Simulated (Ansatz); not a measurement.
Consider BClF2···PH3.

Input file:

```
crystal:
  periodic: [false, false, false]
  atoms:
    - { symbol: B, position_ang: [-0.008511, 0.093454, 0.174494] }
    - { symbol: Cl, position_ang: [0.038165, 0.901629, 1.810593] }
    - { symbol: F, position_ang: [1.115416, -0.053536, -0.510299] }
    - { symbol: F, position_ang: [-1.180887, -0.136388, -0.3987] }
    - { symbol: P, position_ang: [0.185156, -2.914569, 0.995496] }
    - { symbol: H, position_ang: [-0.573671, -2.598612, -0.1798] }
    - { symbol: H, position_ang: [1.420661, -2.463725, 0.423909] }
    - { symbol: H, position_ang: [-0.081129, -1.664554, 1.630706] }
basis:
  gaussian: { orbitals: def2-SVP }
hamiltonian:
  xc: pbe
  dispersion: d4
relax:
  f_tol: 0.03
  max_steps: 50
output:
  orbitals: {}
```

Launched as:

```sh
ansatz run input.yaml --threads 2 --pin off --max-ram 3072MiB --backend cpu --events-out ev --progress --plain --runs-dir out
```

The fields are those of the run's last geometry, not of the input's.

The calculation used RKS PBE-D4/def2-SVP (Ansatz 0.2.0).

> Predict the electron density and electron localisation function between the atoms.

B–F (1.32 Å): the density is about 2.2 e/Å³ at the midpoint; the ELF peaks at about 0.85 between the atoms, as expected for a polar covalent bond.
B–Cl (1.76 Å): ρ is about 1.3 e/Å³ halfway; the ELF peaks at about 0.90 between the atoms (a shared but strongly polarised pair).

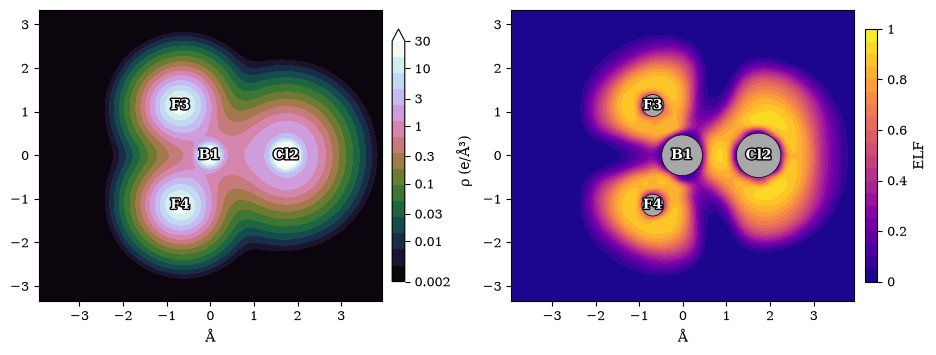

Computed electron density and electron localisation function on the plane of atoms F3, B1 and F4, in this order. Grey discs cover the atomic cores in the ELF map. 
